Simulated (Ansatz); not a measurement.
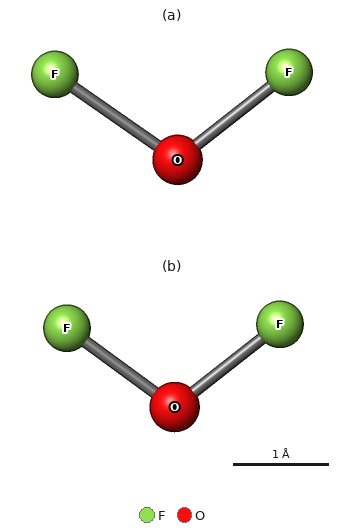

The structure of OF2 before (top) and after (bottom) a relaxation, at one scale.

Style: ball-and-stick. Shown at a tilt.

All numbers below come from Ansatz 0.2.0, UKS PBE/def2-mTZVP.

The input:
```yaml
crystal:
  periodic: [false, false, false]
  atoms:
    - {symbol: F, position_ang: [-0.031541, 1.206699, -0.272054]}
    - {symbol: O, position_ang: [0.395853, -0.034740, 0.598201]}
    - {symbol: F, position_ang: [0.018236, -1.263988, -0.168960]}
basis:
  gaussian: {orbitals: def2-mTZVP, final_grid: {core_spheres: 8, valence_spheres: 7, degree: 23}}
magnetization: {spin_polarized: true, initial_magnetization: 0}
hamiltonian: {xc: {name: PBE}}
relax: {f_tol: 0.001, max_steps: 3}
```

Launched with:
```bash
ansatz run in.yaml --threads 2 --pin off --events-out ev --progress --plain --max-ram 32768MiB --backend cpu
```

Question: Describe what moved and what it gained.

Answer: The relaxation stopped without meeting its thresholds, so the last structure isn't shown to be converged. The input was poor on purpose: steps. The atom that moves furthest after the best rigid fit is F1 (0.13 Å). Largest moves by element: F 0.13 Å, O 0.05 Å. Near-neighbour distances that change, for instance: F1–O2 1.575 → 1.406 Å, O2–F3 1.497 → 1.415 Å. The energy falls by 7.06 kcal/mol in 2 geometry steps. Largest force component: 2.3 eV/Å at the start, 0.83 eV/Å at the end. The run took roughly 2.4 core-seconds on a shared host.
